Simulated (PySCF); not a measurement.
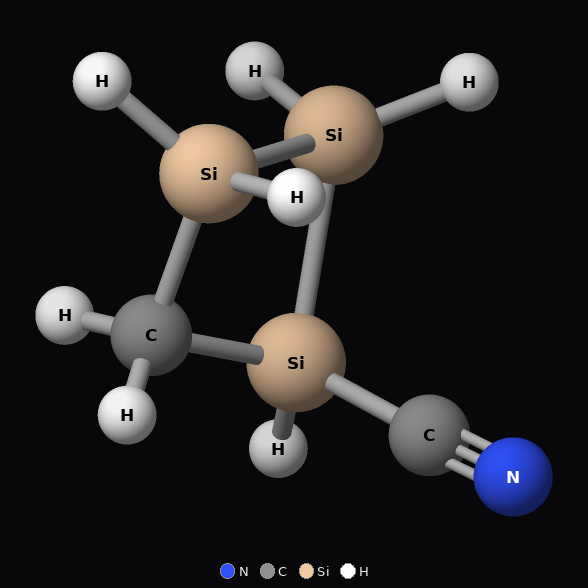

The picture shows a molecular structure as a ball-and-stick model.

The geometry was computed by an optimisation with PBE0-D3(BJ)/def2-SVP. No frequency run is at hand to confirm it as a minimum.

Question: Count the atoms of each element.

Answer: C2H7NSi3, 13 atoms: 2 carbon, 7 hydrogen, 1 nitrogen and 3 silicon.

Question: What is the point group of this geometry?

Answer: C1.

Question: Count the bonded pairs by element.

Answer: 5 Si–H, 3 C–Si, 2 Si–Si, 2 C–H, 1 C–N.

Question: Describe its rings.

Answer: Independent rings (smallest set): 1 of 4 members.

Question: What is its SMILES?

Answer: N#C[Si@H]1C[SiH2][SiH2]1

The parts below concern this one geometry. Atoms keep their numbers from picture to picture.

## Geometry

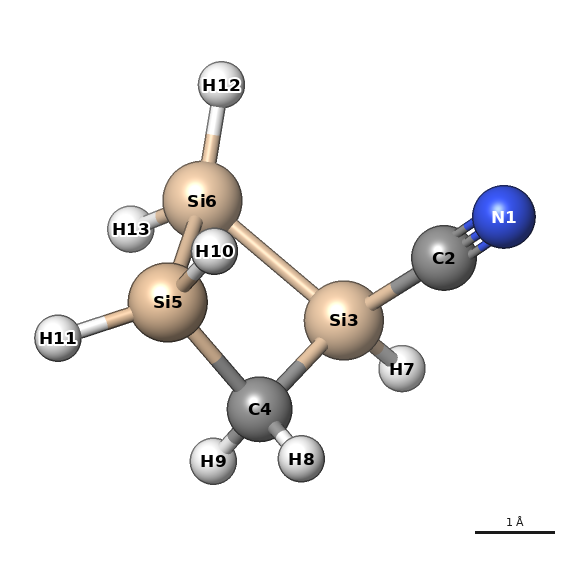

Numbered structure. No frequency run is at hand to confirm it as a minimum.

Question: How are the neighbours of atom 2 arranged?

Answer: C2 has 2 neighbours (N1 at 1.16, Si3 at 1.86 Å); the arrangement is linear.

Question: What is the geometry at C4?

Answer: C4 has 4 neighbours (Si3 at 1.89, Si5 at 1.91, H8 at 1.10, H9 at 1.10 Å); the arrangement is tetrahedral.

Question: What is the dihedral angle C2–Si3–C4–Si5?

Answer: 82° in size, that is about perpendicular.

## Charges

The questions are on ESP-fitted charges. No frequency run is at hand to confirm it as a minimum. Properties computed with PBE0/aug-cc-pVDZ, gas phase (PySCF 2.14.0).

List the ESP-fitted charges.

| atom | value (e) |
| --- | --- |
| N1 | −0.41 |
| C2 | 0.23 |
| Si3 | 0.21 |
| C4 | −0.40 |
| Si5 | 0.25 |
| Si6 | −0.03 |
| H7 | −0.04 |
| H8 | 0.14 |
| H9 | 0.15 |
| H10 | −0.04 |
| H11 | −0.07 |
| H12 | 0.01 |
| H13 | 0.00 |

## NMR shielding

The questions are on isotropic NMR shieldings of the C atoms. No frequency run is at hand to confirm it as a minimum. Properties computed with GIAO PBE0/cc-pVTZ NMR shielding, non-relativistic, gas phase (PySCF 2.14.0).

Give the isotropic NMR shieldings of the C atoms atom by atom.

| atom | σ (ppm) |
| --- | --- |
| C2 | 62.9 |
| C4 | 189.7 |

## Electronic properties

No frequency run is at hand to confirm it as a minimum. Method: LC-wPBE/pcSseg-1, gas phase (PySCF 2.14.0).

Question: Give the HOMO energy (Kohn–Sham orbital) at this level.

Answer: −10.27 eV.

Question: Give the HOMO–LUMO gap at this level.

Answer: 11.37 eV.

Question: Give the dipole moment at this level.

Answer: 4.03 D.
